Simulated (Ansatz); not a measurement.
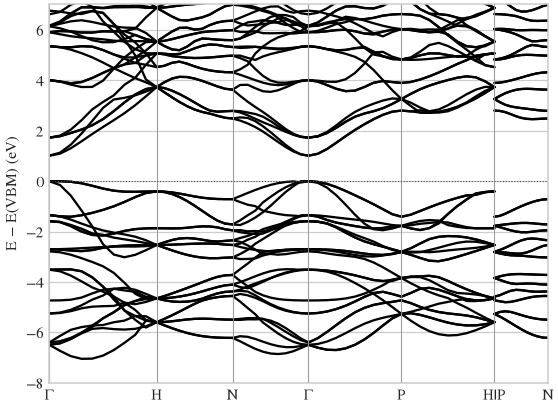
*Band structure from DFT-LDA in the program Ansatz with PAW potentials*

Read off the gap and where the band edges lie.

About 1.0 eV (1.01 eV by a search for the band edges); maximum at Γ, minimum at Γ.

The material is Hf3N4 in space group I-43d (No. 220; Hf on 12a, N on 16c).

The cell was relaxed with LDA under the symmetry of its start. No spin polarisation was allowed. Scalar-relativistic: spin–orbit coupling is off unless named, which matters more the heavier the elements.

Potentials: the later of the program's two PAW sets.
